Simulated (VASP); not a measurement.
Band structure of PbS (space group R3m). Level of theory: modified Becke-Johnson potential (mBJ) with spin-orbit coupling, VASP's PBE PAW potentials (set 64) (plane waves; VASP 6.6.1).

mBJ is a potential without an energy functional, so only the levels count.

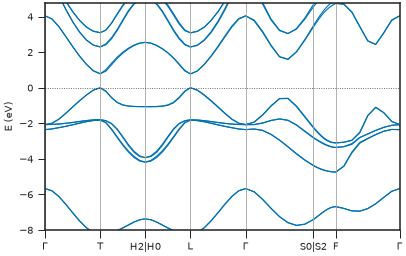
Figure. Bands along high-symmetry lines, zero at the valence-band maximum or, without a gap, the Fermi level

Read the plot: is there a gap, and where are the band edges?

The gap is direct, 0.77 eV, from the valence maximum at L to the conduction minimum at L.

The structure comes from a computed database's PbS entry (R3m); how it stands against other phases isn't given here. It was relaxed first. The cell's shape comes from a PBE relaxation.
